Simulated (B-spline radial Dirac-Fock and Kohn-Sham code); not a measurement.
**Inner shells of Pb¹⁷⁺**

What does theory give for lead as Pb¹⁷⁺? The session works out its X-ray form factor and Compton profile and the binding energy of each subshell.

Program: B-spline radial Dirac-Fock and Kohn-Sham code, version 2. Model: a free atom or ion on a radial basis; each step names its model. All values are calculated, but those marked as tabulated.

## 1. The system

Lead as Pb¹⁷⁺ in the configuration [Kr] 4d10 4f14 5s2 5p3.

```
nuclear charge     : 82
electrons          : 65
mass number        : 208
nuclear rms radius : 5.5012 fm
```

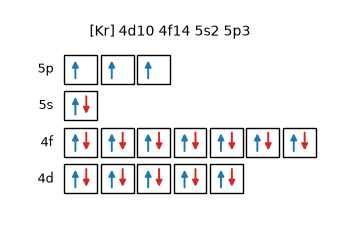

The shells outside the core; arrows follow Hund's rule for the drawing alone (heavy ions are jj-coupled), while the calculation averages over the configuration.

## 2. Scattering by the electron cloud

Model: Dirac-Fock average of configuration, finite nucleus; form factor of the spherical density, Waller-Hartree incoherent function, impulse-approximation Compton profiles.

The run's settings:

```ini
task = scatter
Z = 82
charge = 17
configuration = 1s2 2s2 2p6 3s2 3p6 3d10 4s2 4p6 4d10 4f14 5s2 5p3
mass_number = 208
rms_radius = 5.5012  # fm
s = [0.0, 0.08, 0.1, 0.13, 0.16, 0.19, 0.23, 0.29, 0.35, 0.43, 0.53, 0.65, 0.8, 0.98, 1.2, 1.47, 1.81, 2.22, 2.72, 3.33, 4.09, 5.02, 6.15]  # 1/A
pz = [0, 0.1, 0.14, 0.2, 0.28, 0.39, 0.56, 0.78, 1.1, 1.6, 2.2, 3.1, 4.3, 6.1, 8.6, 12.0, 17.0, 24.0, 34.0, 48.0, 68.0]  # a.u.
photon_energy = [2000, 5000, 8047.8, 20000, 30000, 100000, 500000, 1000000]  # eV
```

From the run's result record (rounded, not every field):

```text
{
  "status": "converged",
  "form_factor [e]": [65.0, 64.472, 64.179, 63.624, 62.939, 62.133, 60.887, 58.707, 56.242, 52.682, 48.08, 42.731, 36.727, 30.744, 25.128, 20.346, 16.683, 14.077, 11.672, 9.0716, 6.7273, 5.2379, 4.3467],
  "incoherent": [9.0563e-12, 0.47905, 0.74119, 1.2295, 1.8202, 2.4984, 3.5118, 5.1925, 6.9713, 9.3621, 12.243, 15.464, 19.137, 23.093, 27.368, 31.961, 37.022, 42.08, 46.609, 50.368, 53.602, 56.381, 58.695],
  "compton_total [1/a.u.]": [4.3654, 4.3627, 4.3602, 4.3548, 4.3446, 4.3253, 4.2835, 4.2093, 4.0669, 3.7928, 3.4554, 3.0514, 2.6144, 1.904, 1.1594, 0.66901, 0.35124, 0.16708, 0.070901, 0.027743, 0.010312],
  "shells": ["1s1/2", "2s1/2", "2p1/2", "2p3/2", "3s1/2", "3p1/2", "3p3/2", "3d3/2", "3d5/2", "4s1/2", "4p1/2", "4p3/2", "4d3/2", "4d5/2", "4f5/2", "4f7/2", "5s1/2", "5p1/2", "5p3/2"],
  "occupation": [2.0, 2.0, 2.0, 4.0, 2.0, 2.0, 4.0, 4.0, 6.0, 2.0, 2.0, 4.0, 4.0, 6.0, 6.0, 8.0, 2.0, 1.0, 2.0],
  "mean_momentum [a.u.]": [90.584, 32.324, 42.343, 36.144, 16.252, 19.372, 17.513, 21.062, 20.444, 8.5115, 9.5596, 8.7866, 9.807, 9.5516, 10.187, 10.062, 4.3214, 4.6893, 4.4095],
  "r2 [bohr^2]": 11.291,
  "r_inverse [1/bohr]": 631.47,
  "r1 [bohr]": 21.34,
  "coherent [b]": [2720.3, 2332.9, 1855.2, 767.25, 457.49, 71.597, 3.8667, 1.0119],
  "incoherent_cross_section [b]": [0.62092, 3.0776, 5.9284, 14.355, 18.816, 25.833, 18.214, 13.555],
  "radial_jk": {
    "5p": {"j0": [1.0, 0.96093, 0.93951, 0.89955, 0.85117, 0.79563, 0.71287, 0.5774, 0.43906, 0.26853, 0.10238, -0.011016, -0.04205, -0.0019826, 0.043376, 0.040582, 0.0075908, -0.004701, 0.0052851, 0.010563, 0.0048728, 0.00016439, 0.00094129], "j2": [0.0, 0.015519, 0.02393, 0.039428, 0.057845, 0.078481, 0.10811, 0.15322, 0.19371, 0.23207, 0.24628, 0.21565, 0.13528, 0.04196, -0.0099206, -0.0013201, 0.02384, 0.020895, 0.003588, -0.0014928, 0.0036489, 0.0052652, 0.0021458], "r2": 0.84211, "r4": 0.97994, "r6": 1.4634}
  }
}
```

The scattering functions against s = sin θ / λ:

```tsv
s (1/Å)	f (e)	f / N	S(s)
0	65.00	1.000	0
0.100	64.18	0.987	0.7412
0.160	62.94	0.968	1.820
0.230	60.89	0.937	3.512
0.350	56.24	0.865	6.971
0.530	48.08	0.740	12.24
0.800	36.73	0.565	19.14
1.20	25.13	0.387	27.37
1.81	16.68	0.257	37.02
2.72	11.67	0.180	46.61
4.09	6.727	0.103	53.60
6.15	4.347	0.067	58.70
```

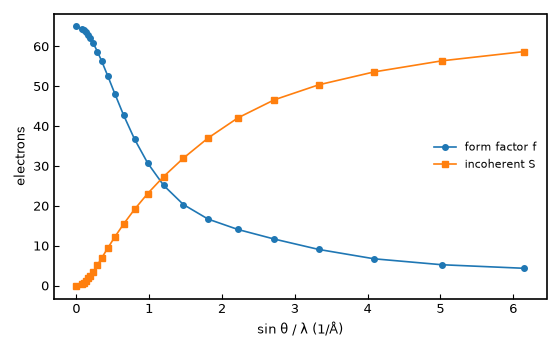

Form factor and incoherent scattering function.

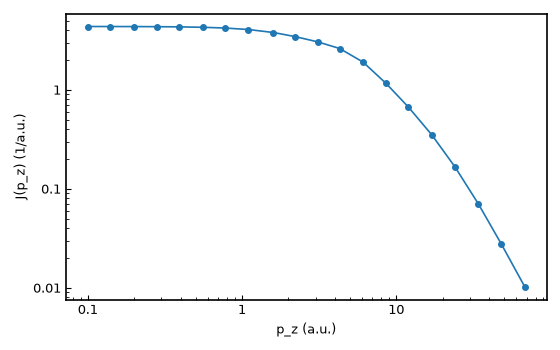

Compton profile, summed over all shells.

## 3. Hole states by ΔSCF

Model: Dirac-Fock average of configuration, Delta-SCF, finite nucleus, first-order Breit with its frequency dependence, self-energy and vacuum polarisation.

The run's settings:

```ini
task = binding
```

From the run's result record (rounded, not every field):

```text
{
  "status": "converged",
  "shells": ["K", "L1", "L2", "L3", "M1", "M2", "M3", "M4", "M5", "N1", "N2", "N3", "N4", "N5", "N6", "N7", "O1", "O2,3"],
  "total_energy_parts [Ha]": [-20813.5964, 27.6215635, -2.92445535, -0.562254906, 20.9754183, -4.2481428],
  "koopmans [eV]": [88975.4, 16371.8, 15708.6, 13515.1, 4278.93, 3981.29, 3485.07, 3002.43, 2897.72, 1284.37, 1153.98, 1030.31, 818.216, 794.756, 519.101, 513.77, 490.126, 422.574],
  "dirac_coulomb [eV]": [88890.1, 16324.1, 15655.7, 13466.5, 4255.43, 3956.24, 3462.53, 2976.83, 2872.89, 1277.83, "-", 1024.8, 812.663, 789.544, 513.673, 508.523, 489.499, 422.081],
  "gaunt [eV]": [-356.673, -40.9102, -69.8049, -46.5283, -7.77384, -13.4568, -8.62444, -6.03308, -4.1938, -1.79748, "-", -1.84276, -1.01812, -0.6086, -0.00604879, 0.169288, -0.464093, -0.545549],
  "retardation [eV]": [26.6338, 3.59428, 7.30241, 7.31482, 0.699753, 1.39328, 1.40243, 0.638697, 0.619378, 0.183747, "-", 0.331089, 0.117784, 0.114517, -0.0223266, -0.0216924, 0.0500385, 0.0855213],
  "breit_frequency [eV]": [6.86511, -0.57043, -0.111325, 3.05693, -0.150867, -0.193145, 0.6307, -0.0581298, 0.0110819, -0.0404671, "-", 0.153431, -0.0182919, -0.00135861, -0.0108153, -0.00867884, -0.0110511, 0.0201403],
  "self_energy [eV]": [-217.372, -33.0535, -1.29407, -2.76241, -7.70139, -0.470136, -0.70383, 0.532011, 0.25344, -1.94931, "-", -0.142463, 0.144782, 0.082287, 0.112581, 0.0915165, -0.486738, -0.0219337],
  "vacuum_polarisation [eV]": [46.4847, 6.69521, 0.478954, -0.222837, 1.52823, 0.118012, -0.0656343, -0.0731155, -0.0690601, 0.388404, "-", -0.0213786, -0.0214924, -0.0204278, -0.0152742, -0.0149293, 0.0972718, -0.00293616],
  "binding [eV]": [88396.0, 16259.8, 15592.2, 13427.4, 4242.03, 3943.63, 3455.17, 2971.84, 2869.51, 1274.62, "-", 1023.28, 811.868, 789.11, 513.731, 508.738, 488.684, 421.616],
  "mean_radius [bohr]": [0.0160539, 0.066872, 0.0549418, 0.0638168, 0.173583, 0.164306, 0.180388, 0.156973, 0.161862, 0.38296, 0.384797, 0.41687, 0.420328, 0.43076, 0.435205, 0.440664, 0.80008, 0.887735]
}
```

total_energy_parts: Dirac-Coulomb, Gaunt, retardation, frequency dependence, self-energy, vacuum polarisation. Blank entries are hole states that did not converge, or in which two open shells of one symmetry are about equally filled, where the average of configuration falls too low.

The binding energies by parts, in eV; the parts add up.

```tsv
level	-ε	relaxation	Breit	QED	binding
K (1s)	88975.4	-85.37	-323.17	-170.89	88396.0
L1 (2s)	16371.8	-47.74	-37.89	-26.36	16259.8
L2 (2p1/2)	15708.6	-52.95	-62.61	-0.82	15592.2
L3 (2p3/2)	13515.1	-48.56	-36.16	-2.99	13427.4
M1 (3s)	4278.9	-23.51	-7.22	-6.17	4242.0
M2 (3p1/2)	3981.3	-25.05	-12.26	-0.35	3943.6
M3 (3p3/2)	3485.1	-22.54	-6.59	-0.77	3455.2
M4 (3d3/2)	3002.4	-25.60	-5.45	0.46	2971.8
M5 (3d5/2)	2897.7	-24.83	-3.56	0.18	2869.5
N1 (4s)	1284.4	-6.54	-1.65	-1.56	1274.6
N3 (4p3/2)	1030.3	-5.51	-1.36	-0.16	1023.3
N4 (4d3/2)	818.2	-5.55	-0.92	0.12	811.9
N5 (4d5/2)	794.8	-5.21	-0.50	0.06	789.1
N6 (4f5/2)	519.1	-5.43	-0.04	0.10	513.7
N7 (4f7/2)	513.8	-5.25	0.14	0.08	508.7
O1 (5s)	490.1	-0.63	-0.43	-0.39	488.7
O2,3 (5p)	422.6	-0.49	-0.44	-0.02	421.6
```

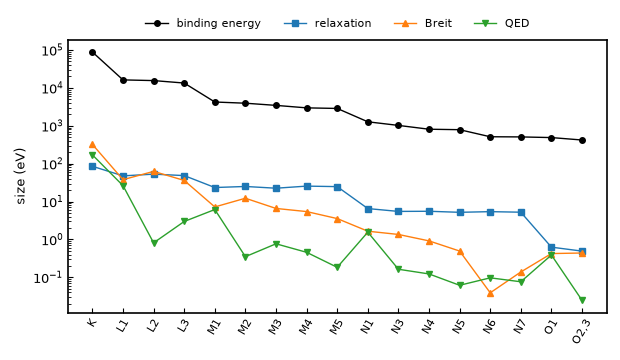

Binding energies and the sizes of their corrections, level by level (signs dropped).

X-ray lines as differences of these levels:

```tsv
line	energy (eV)
Kβ2' (K-N3)	87372.7
Kβ1 (K-M3)	84940.8
Kβ3 (K-M2)	84452.4
Kα1 (K-L3)	74968.6
Kα2 (K-L2)	72803.8
Lγ3 (L1-N3)	15236.5
Lγ1 (L2-N4)	14780.4
Lγ5 (L2-N1)	14317.6
Lβ7 (L3-O1)	12938.7
Lβ3 (L1-M3)	12804.7
Lβ2 (L3-N5)	12638.3
Lβ1 (L2-M4)	12620.4
Lβ15 (L3-N4)	12615.5
Lβ4 (L1-M2)	12316.2
```

## 4. What came out

| quantity | value |
| --- | --- |
| rms radius of the electron cloud | 0.417 bohr |
| form factor halves at | 0.93 1/Å |
| Compton profile at zero | 4.365 1/a.u. |
| deepest level listed, K (1s) | 88396.0 eV |
| least bound, O2,3 (5p) | 421.6 eV |
| Kα1 | 74968.6 eV |
| ionisation energy, NIST (theoretical) | 427.000 eV |

In words: f falls from 65 to half of that at s = 0.93 1/Å. Incoherent scattering outweighs coherent from 500 keV on, among the energies asked. The K (1s) level lies 85.4 eV under Koopmans' value by relaxation alone; Breit gives -323.17 and QED -170.89 eV. NIST's ionisation energy differs by +5.38 eV from the least binding energy, within its stated uncertainty. The Hartree-Fock and Dirac-Fock values hold no electron correlation.
